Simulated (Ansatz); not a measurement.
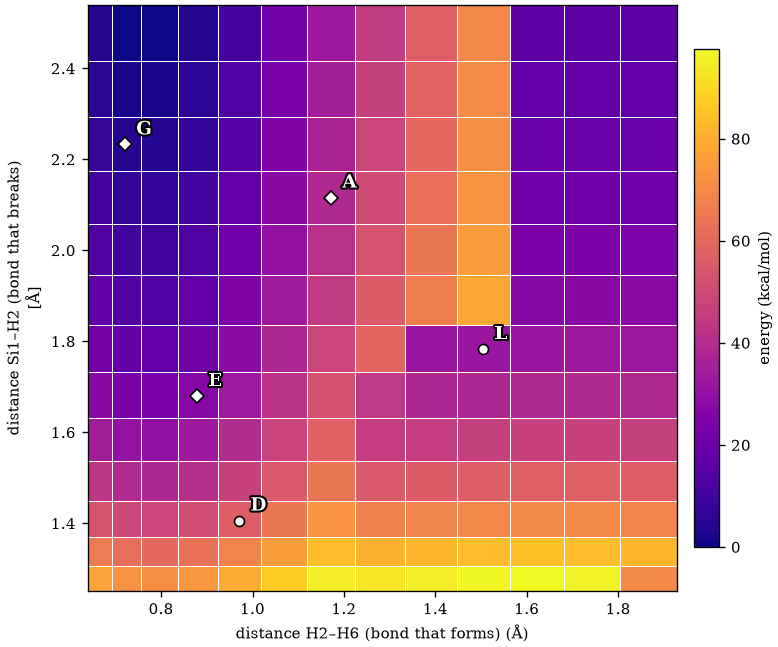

The reacting system ClF₂H₃Si (fragments ClF₂H₃Si where the first distance is long, ClF₂HSi + H₂ where the second is long). First axis: distance H2–H6 (bond that forms). Second axis: distance Si1–H2 (bond that breaks). Relaxed at each point: all other coordinates. The scan uses a 13 × 13 grid. Points are written as (first, second). All energies are given in kcal/mol relative to the lowest grid point. Energies and slopes of some neighbouring points disagree (a jump in structure or state, or too coarse a mesh). The reference is spin-restricted, so regions where a bond is pulled apart into radicals lie too high. Theory: Ansatz, RKS PBE0-D4/def2-SVP.

The picture shows one coloured cell a grid point, lettered points.

Q: Is D the lowest point of the computed grid?

A: No. D lies 57 kcal/mol above the lowest grid point, which is at (0.794 Å, 2.478 Å).

Q: Rank the lettered points by energy, lowest first.

A: G (4.0 kcal/mol), E (27 kcal/mol), L (32 kcal/mol), A (39 kcal/mol), D (57 kcal/mol).
